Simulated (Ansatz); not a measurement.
**One shape, several levels: SiH2SF (SMILES F[SiH]S)**

We compute a comparison of 5 runs (U-r2SCAN/STO-3G, UB2PLYP/STO-3G, UB3LYP/STO-3G, UMP2/STO-3G, UCCSDT(Q)/STO-3G) of SiH2SF. 

Program for the calculation: Ansatz 0.2.0.

72 further runs of the same task are left out: 4 that didn't finish, 68 set aside as unsound or not needed.

**1. The molecule**

The species is SiH2SF (5 atoms), meant as a doublet with charge 0. As SMILES, `F[SiH]S`. The H4–Si2 distance was set to 2.234 Å, away from the relaxed value. At this shape a bond of the SMILES string is far longer than usual.

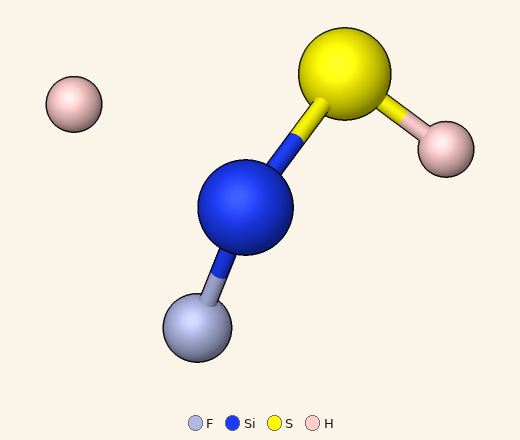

The structure, seen from a chosen angle (fluorine light blue, silicon blue, sulfur yellow, hydrogen pink).

**2. A single-point energy at U-r2SCAN/STO-3G (run 1)**

The input, run.yaml:

```yaml
crystal:
  periodic: [false, false, false]
  atoms:
    - symbol: F
      position_ang: [-1.246100, 0.097064, 1.540309]
    - symbol: Si
      position_ang: [-0.633200, 0.456264, 0.102809]
    - symbol: S
      position_ang: [1.396900, 1.062764, 0.214309]
    - symbol: H
      position_ang: [-0.621800, -1.416500, -1.115500]
    - symbol: H
      position_ang: [1.138900, 2.223764, 0.841109]
basis:
  gaussian: {orbitals: STO-3G}
total_charge: 0
magnetization: {spin_polarized: true, initial_magnetization: 1}
hamiltonian: {xc: r2scan}
accuracy: high
```

Command:

```sh
$ ansatz run run.yaml --threads 1 --pin off --max-ram 2610MiB --events-out events.jsonl --progress --plain --runs-dir runs
```

What it wrote:

```text
Warning: RAYON_NUM_THREADS=1 ignored (pool sized by the plan → 1); use --threads N
Functional definition: r2SCAN
  name "r2SCAN"
  parameter k0 = 0.174
  parameter k1 = 0.065
  parameter a1 = 4.9479
  exchange = r2scan_x(k0 = k0, k1 = k1, a1 = a1)
  correlation = r2scan_c
461 factors; integrals over basis functions are off by at most 3.3e-8 eV
mean field evaluation 1: about -21203.2968 eV, gradient 1.6e1 eV
mean field evaluation 2: about -21195.7208 eV, gradient 2.4e1 eV
mean field evaluation 4: about -21206.4986 eV, gradient 3.4e0 eV
mean field evaluation 8: about -21206.6367 eV, gradient 9.8e-2 eV
mean field evaluation 16: about -21206.5832 eV, gradient 2.2e-5 eV
mean field -21206.58316203 eV, -779.3275568662 hartree, gradient 3.3e-8 eV, S^2 0.798222; 0 other end points of the search recorded, 0 dependent functions left out
reference -21206.58316284 eV, -779.3275568960 hartree; 21, 20 occupied and 4, 5 virtual orbitals, 461 factors
Total energy: -21206.58316284 eV, -779.3275568960 hartree
```

It took 7.2 s on 1 thread of Arm Neoverse V1, shared host; peak memory 0.26 GiB.

**3. A single-point energy at UB2PLYP/STO-3G (run 2)**

The input, job.yaml:

```yaml
crystal:
  periodic: [false, false, false]
  atoms:
    - symbol: F
      position_ang: [-1.246100, 0.097064, 1.540309]
    - symbol: Si
      position_ang: [-0.633200, 0.456264, 0.102809]
    - symbol: S
      position_ang: [1.396900, 1.062764, 0.214309]
    - symbol: H
      position_ang: [-0.621800, -1.416500, -1.115500]
    - symbol: H
      position_ang: [1.138900, 2.223764, 0.841109]
basis:
  gaussian: {orbitals: STO-3G}
accuracy: high
magnetization: {spin_polarized: true, initial_magnetization: 1}
correlation: {frozen_orbitals: {F: 1, H: 0, S: 5, Si: 5}}
hamiltonian: {xc: {name: B2PLYP}}
```

Command:

```sh
$ ansatz run job.yaml --threads 1 --pin off --max-ram 2610MiB --events-out events.jsonl --progress --plain --runs-dir runs
```

What it wrote (excerpt; [...] marks lines left out):

```text
Warning: RAYON_NUM_THREADS=1 ignored (pool sized by the plan → 1); use --threads N
Functional definition: B2PLYP
  name "B2PLYP"
[...]
461 factors; integrals over basis functions are off by at most 3.3e-8 eV
[...]
mean field -21195.81948477 eV, -778.9319990228 hartree, gradient 5.9e-8 eV, S^2 0.892144; 0 other end points of the search recorded, 0 dependent functions left out
11 core orbitals not correlated: weight in the atoms' cores, before any rotation towards them, 1.000 or more for the frozen orbitals, at most 0.000 for the correlated occupied ones
reference -21195.81950252 eV, -778.9319996750 hartree; 10, 9 occupied and 4, 5 virtual orbitals, 461 factors
second order -3.00750731 eV of doubles, -0.00000000 eV of singles
Total energy: -21196.63152949 eV, -778.9618411159 hartree
```

Wall time 3.3 s (1 thread of Arm Neoverse V1, shared host); peak memory 0.14 GiB.

Run 3 isn't shown in full; the table further down has it.

**4. The energy at UMP2/STO-3G (run 4)**

job.yaml: that of step 3 with these lines changed.

```diff
@@ -14,6 +14,10 @@
 basis:
-  gaussian: {orbitals: STO-3G}
+  gaussian:
+    orbitals: STO-3G
+magnetization:
+  spin_polarized: true
+  initial_magnetization: 1
+correlation:
+  method: mp2
+  frozen_orbitals: {F: 1, H: 0, S: 5, Si: 5}
 accuracy: high
-magnetization: {spin_polarized: true, initial_magnetization: 1}
-correlation: {frozen_orbitals: {F: 1, H: 0, S: 5, Si: 5}}
-hamiltonian: {xc: {name: B2PLYP}}
```

Command:

```sh
$ ansatz run job.yaml --threads 1 --pin off --max-ram 2610MiB --events-out events.jsonl --progress --plain --runs-dir runs
```

What it wrote:

```text
Warning: RAYON_NUM_THREADS=1 ignored (pool sized by the plan → 1); use --threads N
Functional definition: HF
  name "HF"
  exchange = exact_x
  correlation = 0
461 factors; integrals over basis functions are off by at most 3.3e-8 eV
mean field evaluation 1: about -21162.5312 eV, gradient 1.6e1 eV
mean field evaluation 2: about -21162.5906 eV, gradient 1.6e1 eV
mean field evaluation 4: about -21165.9905 eV, gradient 2.8e0 eV
mean field evaluation 8: about -21166.5347 eV, gradient 1.5e-1 eV
mean field evaluation 16: about -21166.5284 eV, gradient 1.9e-8 eV
mean field -21166.52839262 eV, -777.8555712406 hartree, gradient 1.9e-8 eV, S^2 1.020318; 1 other end points of the search recorded, 0 dependent functions left out
11 core orbitals not correlated: weight in the atoms' cores, before any rotation towards them, 1.000 or more for the frozen orbitals, at most 0.000 for the correlated occupied ones
reference -21166.52839262 eV, -777.8555712406 hartree; 10, 9 occupied and 4, 5 virtual orbitals, 461 factors
second order -1.82058840 eV of doubles, -0.00000000 eV of singles
Total energy: -21168.34898103 eV, -777.9224766304 hartree
```

Run time: 0.3 s. Hardware: 1 thread of Arm Neoverse V1, shared host.

**5. A single-point energy at UCCSDT(Q)/STO-3G (run 5)**

The input, job.yaml:

```yaml
basis:
  gaussian:
    orbitals: STO-3G
crystal:
  periodic: [false, false, false]
  atoms:
    - {symbol: F, position_ang: [-1.246100, 0.097064, 1.540309]}
    - {symbol: Si, position_ang: [-0.633200, 0.456264, 0.102809]}
    - {symbol: S, position_ang: [1.396900, 1.062764, 0.214309]}
    - {symbol: H, position_ang: [-0.621800, -1.416500, -1.115500]}
    - {symbol: H, position_ang: [1.138900, 2.223764, 0.841109]}
magnetization:
  spin_polarized: true
  initial_magnetization: 1
correlation:
  method: ccsdt_q
  frozen_orbitals: {F: 1, H: 0, S: 5, Si: 5}
accuracy: high
scf:
  omitted_lower_state_checks: [cluster_reference, increment]
```

Command:

```sh
$ ansatz run job.yaml --threads 1 --pin off --max-ram 2610MiB --events-out events.jsonl --progress --plain --runs-dir runs
```

What it wrote (excerpt; [...] marks lines left out):

```text
Warning: RAYON_NUM_THREADS=1 ignored (pool sized by the plan → 1); use --threads N
[... 2 set-up lines as earlier in the session ...]
[...]
461 factors; integrals over basis functions are off by at most 3.3e-8 eV
[...]
mean field -21166.52839262 eV, -777.8555712406 hartree, gradient 1.9e-8 eV, S^2 1.020318; 1 other end points of the search recorded, 0 dependent functions left out
11 core orbitals not correlated: weight in the atoms' cores, before any rotation towards them, 1.000 or more for the frozen orbitals, at most 0.000 for the correlated occupied ones
reference -21166.52839262 eV, -777.8555712406 hartree; 10, 9 occupied and 4, 5 virtual orbitals, 461 factors
second order -1.82058840 eV of doubles, -0.00000000 eV of singles
cycle   1  -2.11603262 eV  change   -3.0e-1 eV  update   1.0e-1
[...]
cycle  43  -2.94346134 eV  change  -1.5e-10 eV  update   1.5e-9
perturbative correction -0.01435777 eV, -0.0005276383 hartree
Total energy: -21169.48621173 eV, -777.9642690879 hartree
Checks for a lower state left out: cluster_reference, increment
```

Wall time 2.7 s (1 thread of Arm Neoverse V1, shared host); peak memory 0.13 GiB.

**6. Overview of the runs**

| run | level | frozen core orbitals | energy (Eh) | ⟨S²⟩ | wall time |
| --- | --- | --- | --- | --- | --- |
| 1 | U-r2SCAN/STO-3G | – | -779.327557 | 0.798 | 7.2 s |
| 2 | UB2PLYP/STO-3G | 11 | -778.961841 | 0.892 | 3.3 s |
| 3 | UB3LYP/STO-3G | – | -779.381000 | 0.803 | 2.9 s |
| 4 | UMP2/STO-3G | 11 | -777.922477 | 1.020 | 0.3 s |
| 5 | UCCSDT(Q)/STO-3G | 11 | -777.964269 | 1.020 | 2.7 s |

**7. What came out**

```
                                           quantity          value
                                run 5: total energy  -777.96427 Eh
run 5: correlation energy (11 core orbitals frozen)     -108.7 mEh
           run 5: ⟨S²⟩ of the reference determinant          1.020
                               run 5: T1 diagnostic          0.043
```

What this shows: Totals of different functionals can't be ranked against each other. In runs 1, 2, 3, 4, 5 the basis is minimal, so the values are rough. Spin contamination of the reference: run 4 ⟨S²⟩ = 1.02, run 5 ⟨S²⟩ = 1.02, run 2 ⟨S²⟩ = 0.89. All runs together took 16 s, the longest 7.2 s.
